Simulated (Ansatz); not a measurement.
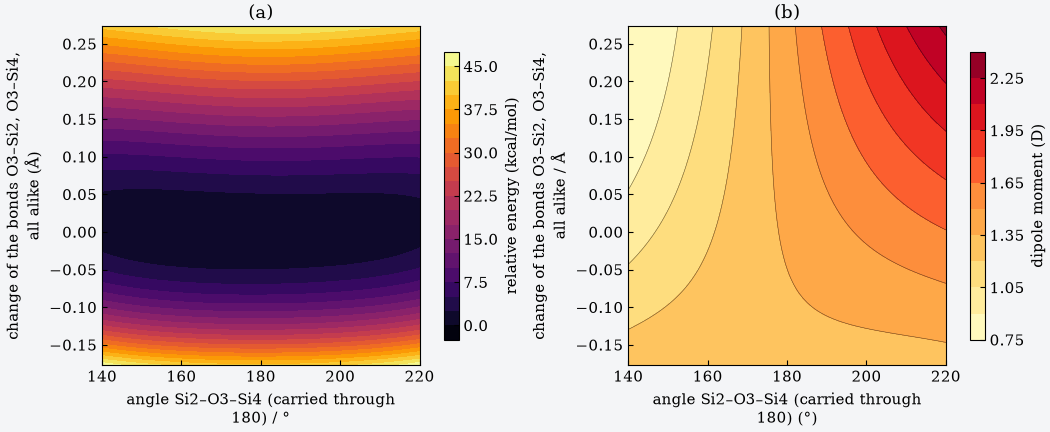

FH5OSi2, SMILES F[SiH2]O[SiH3]. Coordinates scanned: (1) angle Si2–O3–Si4 (carried through 180); (2) change of the bonds O3–Si2, O3–Si4, all alike. Nothing is relaxed (all other coordinates rigid). The grid has 13 × 13 points. Points are written as (first, second). Energies are in kcal/mol, from the relaxed molecule at the same level. Computed with Ansatz 0.2.0, RHF/def2-TZVP.

Panel (a) is the energy; panel (b) is the computed dipole moment, in D.

In the figure: filled contours. Between grid points the surface is interpolated.

Question: How does the dipole moment vary over the map, and what is it at the lowest grid point?

Answer: Leaving out the highest fifth of the energies, it runs from 0.77 D at (140.0°, 0.236 Å) to 2.19 D at (220.0°, 0.236 Å). At the lowest grid point, (160.0°, 0.011 Å), it is 1.18 D.

| second ↓, first → | 140.0 | 146.7 | 153.3 | 160.0 | 166.7 | 173.3 | 180.0 | 186.7 | 193.3 | 200.0 | 206.7 | 213.3 | 220.0 |
| --- | --- | --- | --- | --- | --- | --- | --- | --- | --- | --- | --- | --- | --- |
| 0.273 | 0.78 | 0.83 | 0.91 | 1.03 | 1.16 | 1.30 | 1.45 | 1.61 | 1.75 | 1.90 | 2.03 | 2.16 | 2.28 |
| 0.236 | 0.77 | 0.84 | 0.93 | 1.04 | 1.17 | 1.30 | 1.44 | 1.58 | 1.72 | 1.85 | 1.97 | 2.08 | 2.19 |
| 0.198 | 0.78 | 0.86 | 0.95 | 1.06 | 1.18 | 1.31 | 1.43 | 1.56 | 1.68 | 1.80 | 1.91 | 2.01 | 2.10 |
| 0.161 | 0.80 | 0.88 | 0.97 | 1.08 | 1.19 | 1.31 | 1.42 | 1.53 | 1.64 | 1.75 | 1.84 | 1.93 | 2.01 |
| 0.123 | 0.82 | 0.91 | 1.00 | 1.10 | 1.21 | 1.31 | 1.41 | 1.51 | 1.60 | 1.69 | 1.78 | 1.85 | 1.92 |
| 0.086 | 0.86 | 0.95 | 1.03 | 1.13 | 1.22 | 1.31 | 1.40 | 1.48 | 1.57 | 1.64 | 1.71 | 1.78 | 1.84 |
| 0.048 | 0.91 | 0.99 | 1.07 | 1.15 | 1.23 | 1.31 | 1.39 | 1.46 | 1.53 | 1.59 | 1.65 | 1.70 | 1.75 |
| 0.011 | 0.96 | 1.03 | 1.11 | 1.18 | 1.24 | 1.31 | 1.37 | 1.43 | 1.49 | 1.54 | 1.58 | 1.63 | 1.67 |
| −0.027 | 1.02 | 1.08 | 1.14 | 1.20 | 1.26 | 1.31 | 1.36 | 1.40 | 1.45 | 1.49 | 1.52 | 1.55 | 1.59 |
| −0.064 | 1.09 | 1.14 | 1.18 | 1.23 | 1.27 | 1.31 | 1.34 | 1.38 | 1.41 | 1.44 | 1.46 | 1.48 | 1.51 |
| −0.102 | 1.15 | 1.19 | 1.22 | 1.25 | 1.28 | 1.31 | 1.33 | 1.35 | 1.37 | 1.38 | 1.40 | 1.42 | 1.43 |
| −0.139 | 1.22 | 1.24 | 1.26 | 1.28 | 1.29 | 1.30 | 1.31 | 1.32 | 1.33 | 1.34 | 1.34 | 1.35 | 1.36 |
| −0.177 | 1.28 | 1.29 | 1.30 | 1.30 | 1.30 | 1.30 | 1.30 | 1.29 | 1.29 | 1.29 | 1.29 | 1.29 | 1.30 |
